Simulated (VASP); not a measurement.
Band structure of CdTe (zinc blende). Method: modified Becke-Johnson potential (mBJ), VASP's PBE PAW potentials (set 64) (plane waves; VASP 6.6.1).

mBJ is a potential without an energy functional, so only the levels count. Unless said otherwise, spin-orbit coupling is left out, though it shifts the bands of the heavy elements here.

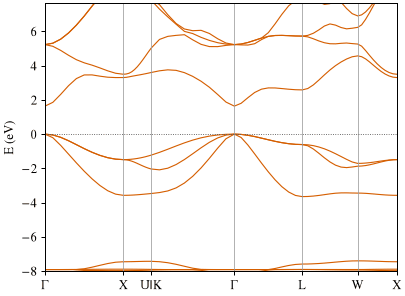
Figure. Bands along high-symmetry lines, zero at the valence-band maximum or, without a gap, the Fermi level

Problem. Read the plot: is there a gap, and where are the band edges?

Solution. The gap is direct, 1.64 eV, from the valence maximum at Γ to the conduction minimum at Γ.

Measured: gap 1.63 eV (computed value off by +0.01 eV), as given by Anna Miglio et al., npj Computational Materials (2020), arXiv:2011.12765 [zero-point renormalisation of 16 meV (experimental, the table's column) added back].

The compound is CdTe in the zinc blende structure. It was relaxed first, which changed the volume by +7 %. The cell's shape comes from a PBE relaxation.
